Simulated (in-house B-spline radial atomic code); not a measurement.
Ne⁶⁺ (Z = 10, 4 electrons); electrons: [He] 2s2. All runs are non-relativistic, spin-polarised and spherical, computed with an in-house B-spline radial code. Hartree-Fock is the average over the configuration. Wanted, and plotted below: the eigenvalue (eV) of the 2s orbital by 6 methods.

The deepest is Hartree-Fock (−203.8) and the shallowest RPBE (−192.3), a spread of 11.5 eV. In order (eV): Hartree-Fock (−203.8), LC-wPBE (−198.0), PBE0 (−195.4), B97-1 (−195.0), SCAN (−192.9), RPBE (−192.3). On the whole, exact exchange removes self-interaction and deepens occupied levels. The measured ionisation energy (NIST) is 207.3 eV, and minus the eigenvalue comes closest to it for Hartree-Fock.

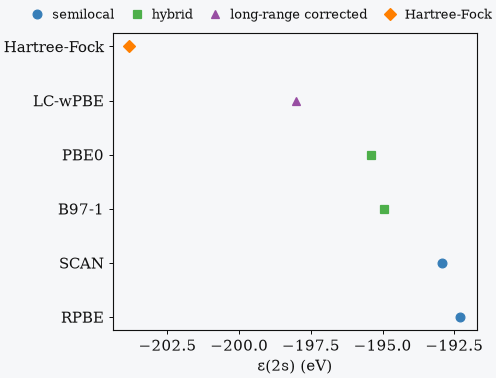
